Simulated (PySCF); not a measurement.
The calculation's input:

```
{"job": {"kind": "nmr", "xc": "PBE0", "basis": "pcSseg-1"}, "charge": 0, "multiplicity": 1}
N      3.718811     0.289432     0.095584
C      2.588785     0.169483     0.255923
C      1.199112     0.028948     0.435137
C      0.341949    -0.010909    -0.588418
Si    -1.525057    -0.228934    -0.405296
O     -1.977367    -0.140117     1.150788
H      0.867272    -0.047550     1.463615
H      0.751973     0.064465    -1.587810
H     -2.162936     0.818482    -1.205400
H     -1.908469    -1.589492    -0.748862
H     -1.888649     0.648864     1.678637
```

Run with:

```sh
OMP_NUM_THREADS=1 python probes_run.py task.json out
```

Geometry: GFN2-xTB.

Method: PBE0/pcSseg-1, SCF density, gas phase, non-relativistic (PySCF 2.14.0).

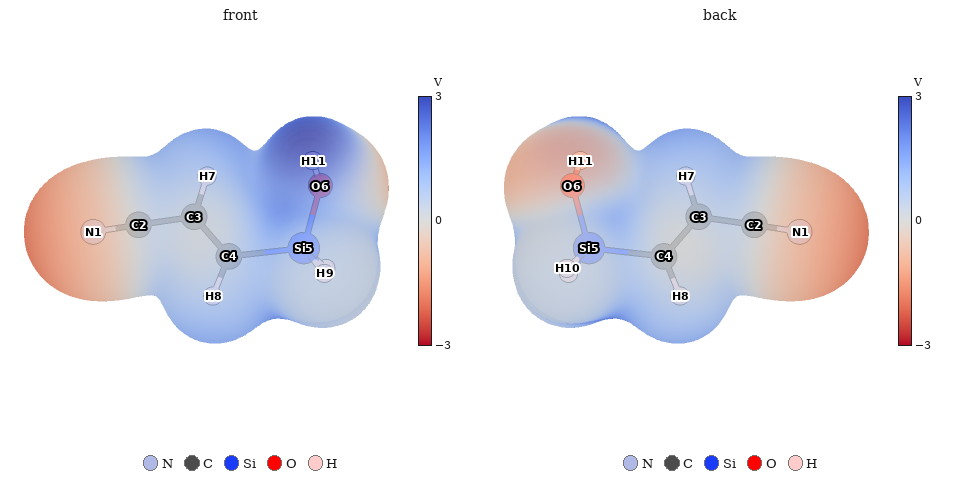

C$_{3}$H$_{5}$NOSi (SMILES N#C/C=C/[SiH2]O). The electrostatic potential painted on the density surface at 0.002 e/bohr³, seen from the front and from behind; red is negative and blue positive.

Q: Describe the electrostatic potential map.

A: The most negative region (about −1.8 V) lies over N1, the most positive (about +2.9 V) over H11. N1 is the likeliest acceptor of a hydrogen bond.

Q: What dipole moment does the calculation give?

A: Its dipole moment is 3.69 D.
